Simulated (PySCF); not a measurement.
**C3H6Cl2OSi: density, localisation and related maps**

```
atom    x (Å)    y (Å)    z (Å)
   C   1.7443  -0.8108   1.1475
   C   1.7449  -0.4281  -0.1187
   O   0.7006  -0.0069  -0.8740
   C  -0.5731   0.0572  -0.2518
  Si  -1.7737   0.7007  -1.5928
  Cl  -3.6421   0.6486  -0.8290
  Cl  -1.2738   2.5791  -2.0839
   H   0.8623  -0.8344   1.7614
   H   2.6601  -1.1224   1.6121
   H   2.6467  -0.4153  -0.7162
   H  -0.8601  -0.9372   0.1115
   H  -0.5286   0.7215   0.6216
   H  -1.7118  -0.1516  -2.7701
```

Geometry: GFN2-xTB.

Level of theory: CAM-B3LYP/def2-SVPD, SCF density, gas phase in PySCF 2.14.0.

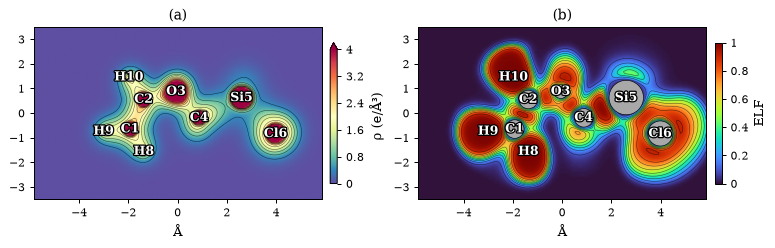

Figure 1. (a) total electron density; (b) ELF on the plane of atoms C1, C2 and O3. Grey discs cover the atomic cores in the ELF map.

> What does the map show?

- The section cuts through C, O, Si, Cl and H sites.
- C–C (1.32 Å): ρ is about 2.3 e/Å³ halfway; the ELF peaks at about 0.95 between the atoms: a short, multiple covalent bond.
- C–O (1.36 Å): ρ is about 2.3 e/Å³ halfway, with its minimum of 1.9 e/Å³ about 0.5 Å from C; the ELF peaks at about 0.90 between the atoms, as expected for a polar covalent bond.
- C–Si (1.91 Å): ρ is about 0.97 e/Å³ halfway; the ELF peaks at about 1 between the atoms; a shared electron pair.
- Si–Cl (2.02 Å): ρ is about 0.93 e/Å³ halfway; the ELF peaks at about 0.90 between the atoms (a polar covalent bond).
- C–H (1.07 Å): ρ at the midpoint is about 2 e/Å³; the ELF climbs to about 1 towards the hydrogen, as it does in any bond to H; a covalent bond by its length.
- The ELF also peaks beside Cl6 and O3, away from the bonds: lone-pair regions.

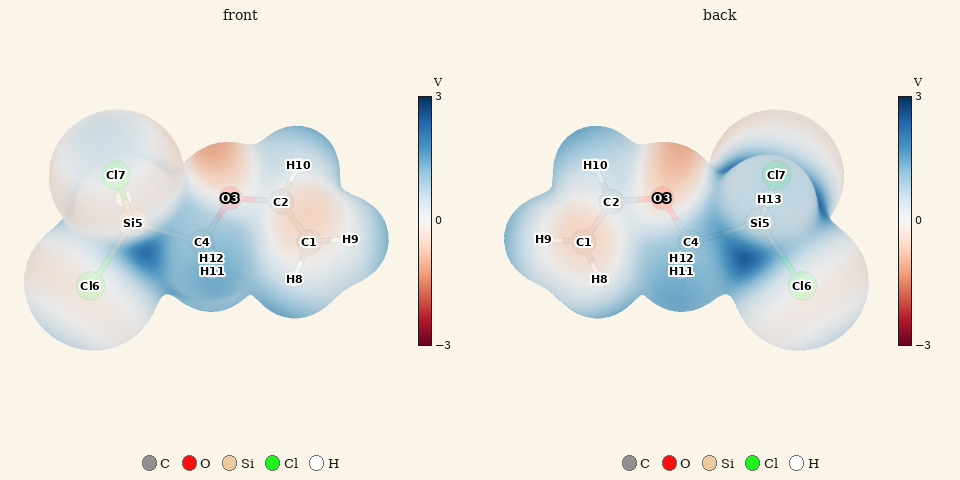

Figure 2. The electrostatic potential painted on the density surface at 0.004 e/bohr³, seen from the front and from behind; red is negative and blue positive.

> Where is the surface potential most negative and most positive?

The most negative region (about −1.0 V) lies over O3, the most positive (about +2.3 V) over Si5. Cl6 shows a σ-hole: about +0.6 V at the tip opposite its bond, against about −0.1 V on its flanks. Cl7 shows a σ-hole: about +0.5 V at the tip opposite its bond, against about −0.2 V on its flanks.

> What dipole moment does the calculation give?

Its dipole moment is 1.40 D.
